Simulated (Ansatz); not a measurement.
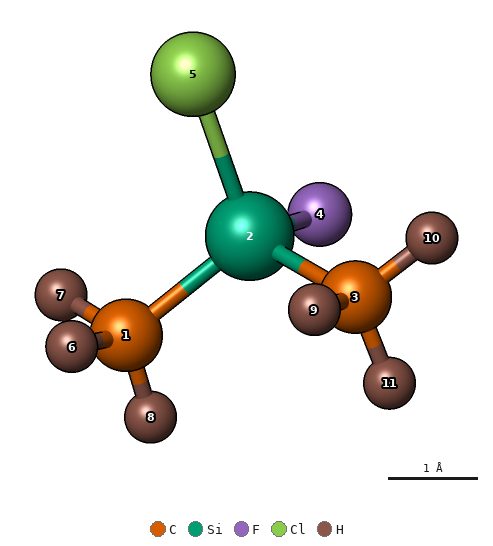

Figure 1. The starting structure (ball-and-stick view, seen at a tilt; atoms are numbered from 1 in the order of the input).

**C2H6ClFSi: geometry relaxation**

The run: geometry relaxation of C2H6ClFSi. Method and program: RKS PBE-D4/def2-SVP (Ansatz 0.2.0).

The geometry: force-field start. Figures and captions count atoms from 1; the log counts them from 0 in places.

The program's output
```
Functional definition: PBE
  name "PBE"
  cite "Perdew, Burke & Ernzerhof, Phys. Rev. Lett. 77, 3865 (1996) doi:10.1103/PhysRevLett.77.3865"
  parent pbe
  parameter kappa = 0.804
  parameter beta = 0.06672455060314922
  exchange = pbe_x(kappa = kappa, mu = beta*pi^2/3)
  correlation = pbe_c(beta = beta)
1203 factors; their error is unknown
mean field evaluation 1: about -25254.5676 eV, gradient 7.5e1 eV
mean field evaluation 2: about -25238.9009 eV, gradient 1.0e2 eV
mean field evaluation 4: about -25267.5515 eV, gradient 6.2e0 eV
mean field evaluation 8: about -25267.6351 eV, gradient 1.4e-1 eV
mean field evaluation 16: about -25267.5635 eV, gradient 3.1e-4 eV
mean field -25267.56352561 eV, -928.5658325964 hartree, gradient 5.2e-5 eV, S^2 0.000000; 0 other end points of the search recorded, 0 dependent functions left out
the calculation of the forces begins
reference -25267.56355984 eV, -928.5658338544 hartree; 29, 29 occupied and 79, 79 virtual orbitals, 1203 factors
relax step   1: F+E_penalty+E_count = -25267.81850575 eV  Δ(F+E_penalty+E_count) = +0.000e0 eV  max|allowed force component| = 3.204e0 eV/Å  Δτ_max = 0.0000 Å  (27 SCF iters, accepted)
these checks for a lower state are left out or cut short: starts, cluster_reference, orbital_swaps, neighbouring_geometries, increment
1203 factors; their error is unknown
mean field -25267.82141077 eV, -928.5753097013 hartree, gradient 2.0e-5 eV, S^2 0.000000; 0 other end points of the search recorded, 0 dependent functions left out
the calculation of the forces begins
reference -25267.82144552 eV, -928.5753109785 hartree; 29, 29 occupied and 79, 79 virtual orbitals, 1203 factors
relax step   2: F+E_penalty+E_count = -25268.07335268 eV  Δ(F+E_penalty+E_count) = -2.548e-1 eV  max|allowed force component| = 8.813e-1 eV/Å  Δτ_max = 0.0730 Å  (28 SCF iters, accepted)
these checks for a lower state are left out or cut short: starts, cluster_reference, orbital_swaps, neighbouring_geometries, increment
1203 factors; their error is unknown
mean field evaluation 32: about -25267.8657 eV, gradient 2.0e-5 eV
mean field -25267.86565806 eV, -928.5769357592 hartree, gradient 2.0e-5 eV, S^2 0.000000; 0 other end points of the search recorded, 0 dependent functions left out
the calculation of the forces begins
reference -25267.86569284 eV, -928.5769370374 hartree; 29, 29 occupied and 79, 79 virtual orbitals, 1203 factors
relax step   3: F+E_penalty+E_count = -25268.11632440 eV  Δ(F+E_penalty+E_count) = -4.297e-2 eV  max|allowed force component| = 1.705e-1 eV/Å  Δτ_max = 0.0288 Å  (29 SCF iters, accepted)
these checks for a lower state are left out or cut short: starts, cluster_reference, orbital_swaps, neighbouring_geometries, increment
1203 factors; their error is unknown
mean field -25267.86745783 eV, -928.5770018995 hartree, gradient 2.1e-5 eV, S^2 0.000000; 0 other end points of the search recorded, 0 dependent functions left out
the calculation of the forces begins
reference -25267.86749265 eV, -928.5770031790 hartree; 29, 29 occupied and 79, 79 virtual orbitals, 1203 factors
relax step   4: F+E_penalty+E_count = -25268.11788297 eV  Δ(F+E_penalty+E_count) = -1.559e-3 eV  max|allowed force component| = 4.263e-2 eV/Å  Δτ_max = 0.0100 Å  (29 SCF iters, accepted)
these checks for a lower state are left out or cut short: starts, cluster_reference, orbital_swaps, neighbouring_geometries, increment
1203 factors; their error is unknown
mean field -25267.86769994 eV, -928.5770107970 hartree, gradient 2.1e-5 eV, S^2 0.000000; 0 other end points of the search recorded, 0 dependent functions left out
the calculation of the forces begins
reference -25267.86773475 eV, -928.5770120760 hartree; 29, 29 occupied and 79, 79 virtual orbitals, 1203 factors
relax step   5: F+E_penalty+E_count = -25268.11809234 eV  Δ(F+E_penalty+E_count) = -2.094e-4 eV  max|allowed force component| = 1.319e-2 eV/Å  Δτ_max = 0.0070 Å  (30 SCF iters, accepted)
1203 factors; their error is unknown
mean field evaluation 64: about -25267.8677 eV, gradient 5.9e-4 eV
```

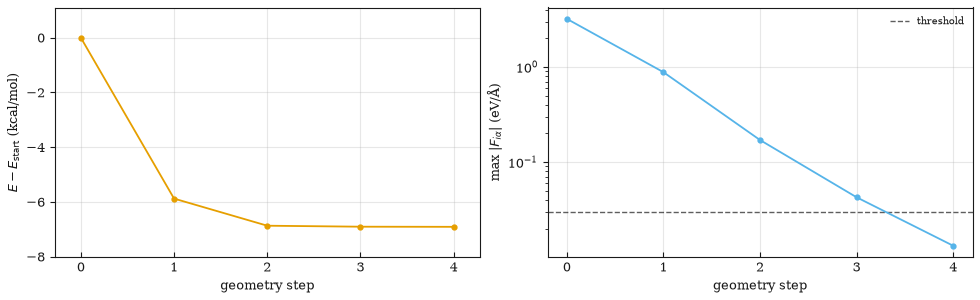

Figure 2. Progress of the relaxation, step by step (the first geometry is step 0 here and step 1 in the log).

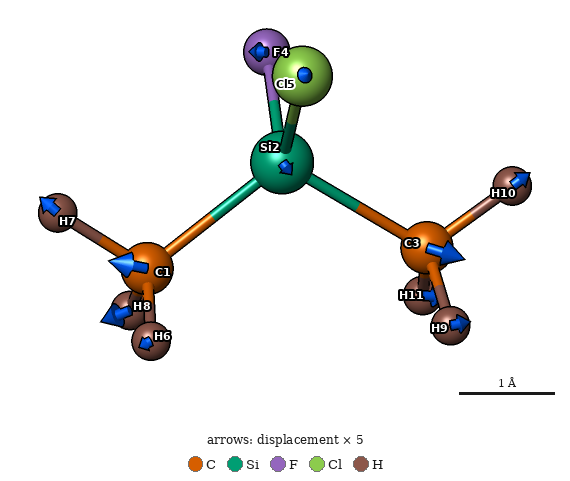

Figure 3. The starting structure with the displacements as blue arrows, magnified 5 times (ball-and-stick view, seen at a tilt). The two geometries are laid on each other by the best rigid fit. The largest move after the best rigid fit is that of C1, 0.090 Å. Largest moves by element: C 0.090 Å, H 0.076 Å, F 0.045 Å, Si 0.036 Å, Cl 0.032 Å. Distances before and after: C1–H8 1.041 → 1.109 Å, C1–Si2 1.808 → 1.866 Å, C3–H9 1.158 → 1.109 Å, Si2–C3 1.818 → 1.866 Å. Among the angles that change: H6–C1–H7 102.6° → 108.1°, H9–C3–H10 103.9° → 108.2°, C1–Si2–C3 110.8° → 115.0°. After 4 geometry steps the energy has fallen by 6.91 kcal/mol. The largest force component goes from 3.2 to 0.013 eV/Å. (Atoms are counted from 1 in the order of the input.)

```
mean field -25267.86769994 eV, -928.5770107970 hartree, gradient 2.0e-5 eV, S^2 0.000000; 1 other end points of the search recorded, 0 dependent functions left out
the calculation of the forces begins
reference -25267.86773475 eV, -928.5770120760 hartree; 29, 29 occupied and 79, 79 virtual orbitals, 1203 factors
Total energy: -25268.11812715 eV, -928.5862138270 hartree
Atom 0 at    -1.557981     0.285633     0.279412 Å, force     0.003697     0.007036    -0.003016 eV/Å
Atom 1 at     0.125616     0.343621    -0.523093 Å, force    -0.005768    -0.010869    -0.006608 eV/Å
Atom 2 at     1.410136    -0.760150     0.259951 Å, force    -0.002756     0.009041     0.002311 eV/Å
Atom 3 at    -0.035194    -0.088457    -2.099452 Å, force    -0.000869     0.004162     0.013188 eV/Å
Atom 4 at     0.815667     2.310245    -0.513072 Å, force     0.001038    -0.004911    -0.001184 eV/Å
Atom 5 at    -1.495386     0.608468     1.338198 Å, force    -0.003687    -0.001318     0.000392 eV/Å
Atom 6 at    -2.263902     0.959999    -0.245143 Å, force     0.001989    -0.005687     0.002454 eV/Å
Atom 7 at    -1.970391    -0.743895     0.251705 Å, force     0.004852     0.004090    -0.003534 eV/Å
Atom 8 at     1.581537    -0.471365     1.316658 Å, force     0.001826    -0.004263    -0.005294 eV/Å
Atom 9 at     2.374331    -0.681912    -0.280428 Å, force     0.001577     0.001518     0.001855 eV/Å
Atom 10 at     1.080866    -1.819188     0.235764 Å, force    -0.001898     0.001201    -0.000563 eV/Å
Dipole moment:    -0.101844    -0.297130     0.395021 e Å
```

Trajectory as extended XYZ (Å, eV, eV/Å), 5 frames, from step=1 to step=5
```
11
Properties=species:S:1:pos:R:3:forces:R:3 step=1 energy=-25267.81851
C    -1.4852    0.2340    0.2907   -1.1037   3.2043  -0.3414
Si    0.1092    0.3558   -0.5522    0.5948   0.1328   0.9431
C     1.3338   -0.7422    0.2224    1.5546   0.3687   1.8509
F     0.0064   -0.0789   -2.0845   -0.3294  -0.3477  -1.5772
Cl    0.7974    2.2850   -0.5227    0.1636   0.6449  -0.0081
H    -1.4670    0.6024    1.3258    0.2534  -0.0947   0.3534
H    -2.2327    0.9350   -0.2105    0.5117  -0.5716   0.2384
H    -1.8980   -0.7212    0.2505   -0.9411  -2.4340  -0.0075
H     1.5388   -0.4549    1.3251   -0.3877  -0.2439  -1.2108
H     2.3310   -0.6838   -0.2585   -0.0282  -0.0148  -0.1522
H     1.0316   -1.7882    0.2344   -0.2882  -0.6439  -0.0886
11
Properties=species:S:1:pos:R:3:forces:R:3 step=2 energy=-25268.07335
C    -1.5355    0.2717    0.2784   -0.6136   0.8813  -0.0531
Si    0.1158    0.3291   -0.5272    0.3402   0.4630   0.4240
C     1.3916   -0.7587    0.2400    0.5976   0.0190   0.7652
F    -0.0157   -0.0827   -2.0834   -0.1616  -0.2392  -0.8583
Cl    0.7833    2.3041   -0.5099    0.0371   0.0305   0.0213
H    -1.4807    0.6172    1.3282    0.0672  -0.0822   0.1027
H    -2.2539    0.9634   -0.2335    0.2755  -0.2219   0.0834
H    -1.9708   -0.7266    0.2482   -0.2147  -0.6286   0.0495
H     1.5716   -0.4685    1.3110   -0.1225  -0.0812  -0.4063
H     2.3741   -0.6869   -0.2716   -0.0967   0.0309  -0.0682
H     1.0854   -1.8190    0.2404   -0.1084  -0.1716  -0.0602
11
Properties=species:S:1:pos:R:3:forces:R:3 step=3 energy=-25268.11632
C    -1.5538    0.2811    0.2767   -0.0520   0.0122   0.0688
Si    0.1238    0.3393   -0.5298    0.0493   0.0987   0.1705
C     1.4067   -0.7566    0.2582    0.0490  -0.1174  -0.0357
F    -0.0334   -0.0902   -2.1008   -0.0138  -0.0283  -0.1599
Cl    0.8107    2.3114   -0.5050   -0.0235  -0.0639  -0.0231
H    -1.4843    0.6074    1.3350   -0.0021  -0.0068  -0.0232
H    -2.2547    0.9608   -0.2441   -0.0455   0.0324  -0.0192
H    -1.9816   -0.7422    0.2563    0.0346  -0.0073  -0.0186
H     1.5769   -0.4690    1.3131    0.0035   0.0363   0.0591
H     2.3733   -0.6806   -0.2784   -0.0005   0.0036  -0.0025
H     1.0816   -1.8185    0.2394    0.0010   0.0405  -0.0163
11
Properties=species:S:1:pos:R:3:forces:R:3 step=4 energy=-25268.11788
C    -1.5597    0.2862    0.2782    0.0098  -0.0201   0.0138
Si    0.1246    0.3389   -0.5235    0.0008   0.0426   0.0066
C     1.4126   -0.7604    0.2599   -0.0179  -0.0227  -0.0118
F    -0.0338   -0.0864   -2.1009   -0.0053  -0.0205  -0.0066
Cl    0.8110    2.3070   -0.5108    0.0079   0.0025   0.0015
H    -1.4939    0.6097    1.3368   -0.0051  -0.0018  -0.0026
H    -2.2640    0.9630   -0.2450    0.0048  -0.0015  -0.0054
H    -1.9768   -0.7416    0.2532    0.0052   0.0060  -0.0049
H     1.5832   -0.4709    1.3160    0.0021   0.0018   0.0084
H     2.3771   -0.6821   -0.2802   -0.0052   0.0084  -0.0012
H     1.0851   -1.8203    0.2367    0.0030   0.0054   0.0023
11
Properties=species:S:1:pos:R:3:forces:R:3 step=5 energy=-25268.11809
C    -1.5580    0.2856    0.2794    0.0037   0.0070  -0.0030
Si    0.1256    0.3436   -0.5231   -0.0058  -0.0109  -0.0066
C     1.4101   -0.7601    0.2600   -0.0028   0.0090   0.0023
F    -0.0352   -0.0885   -2.0995   -0.0009   0.0042   0.0132
Cl    0.8157    2.3102   -0.5131    0.0010  -0.0049  -0.0012
H    -1.4954    0.6085    1.3382   -0.0037  -0.0013   0.0004
H    -2.2639    0.9600   -0.2451    0.0020  -0.0057   0.0025
H    -1.9704   -0.7439    0.2517    0.0049   0.0041  -0.0035
H     1.5815   -0.4714    1.3167    0.0018  -0.0043  -0.0053
H     2.3743   -0.6819   -0.2804    0.0016   0.0015   0.0019
H     1.0809   -1.8192    0.2358   -0.0019   0.0012  -0.0006
```

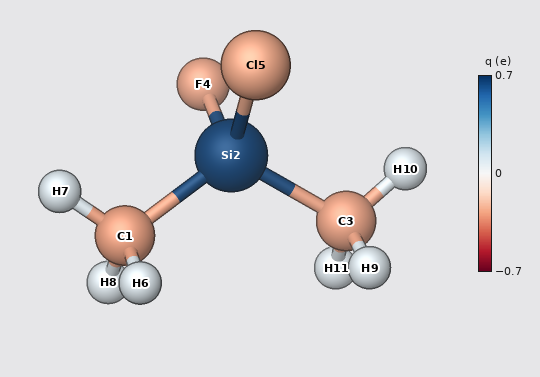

Figure 4. Mulliken charges, as the colour of each atom (ball-and-stick view, seen at a tilt; atoms are numbered from 1 in the order of the input; Mulliken charges depend strongly on the basis). By element: C −0.29, Si +0.66, F −0.29, Cl −0.25 and H +0.07 to +0.08 e.

This output came from the following input.

Input file
```yaml
crystal:
  periodic: [false, false, false]
  atoms:
    - {symbol: C, position_ang: [-1.485200, 0.234000, 0.290700]}
    - {symbol: Si, position_ang: [0.109200, 0.355800, -0.552200]}
    - {symbol: C, position_ang: [1.333800, -0.742200, 0.222400]}
    - {symbol: F, position_ang: [0.006400, -0.078900, -2.084500]}
    - {symbol: Cl, position_ang: [0.797400, 2.285000, -0.522700]}
    - {symbol: H, position_ang: [-1.467000, 0.602400, 1.325800]}
    - {symbol: H, position_ang: [-2.232700, 0.935000, -0.210500]}
    - {symbol: H, position_ang: [-1.898000, -0.721200, 0.250500]}
    - {symbol: H, position_ang: [1.538800, -0.454900, 1.325100]}
    - {symbol: H, position_ang: [2.331000, -0.683800, -0.258500]}
    - {symbol: H, position_ang: [1.031600, -1.788200, 0.234400]}
basis:
  gaussian: {orbitals: def2-SVP}
hamiltonian: {xc: pbe, dispersion: d4}
relax: {f_tol: 0.03, max_steps: 200}
```

Command:
```bash
ansatz run in.yaml --threads 4 --pin off --events-out ev --progress --plain --max-ram 10444MiB
```

Results in brief

| quantity | value |
| --- | --- |
| outcome | converged |
| total energy | −25268.1181 eV |
| mean-field energy | −25267.8677 eV |
| dispersion energy | −0.2504 eV |
| SCF solution under orbital rotations | stable |
| largest force (length of the vector) at the end | 0.014 eV/Å |
| dipole moment | 2.42 D |
| hardware | 4 threads of Arm Neoverse V2, 23 GiB of memory available, shared host |
| wall time | 6.5 s (CPU time 23 s) |
| peak memory | 0.16 GiB |
